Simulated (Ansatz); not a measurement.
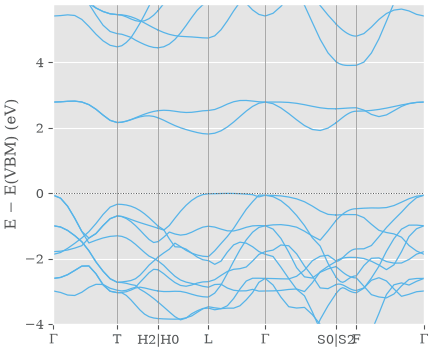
Fig. 1. Band structure from r²SCAN (plane waves, PAW; program Ansatz)

The gap is 1.79 eV; an edge lies off the plotted path or next to a special point (maximum off the standard path, minimum off the standard path).

Question: Which compound is it?
A. ScTlTe2, R-3m (Sc on 3a, Tl on 3b, Te on 6c)
B. Ba2PCl, R-3m (Ba on 6c, P on 3b, Cl on 3a)
C. B4C, R-3m (B on 18h, B on 18h, C on 6c, C on 3b)
D. Si, R-3m (Pearson symbol hR14)

Answer: C, B4C, R-3m (B on 18h, B on 18h, C on 6c, C on 3b)

The workflow started from a Materials Project entry (that database holds measured and hypothetical structures alike); the Crystallography Open Database copy checked does not list it. Whether it is the stable phase at ambient conditions was not checked. The cell was relaxed with r²SCAN under the symmetry of its start; whether a distortion lowers the energy is not shown.

Potentials: the later of the program's two PAW sets.
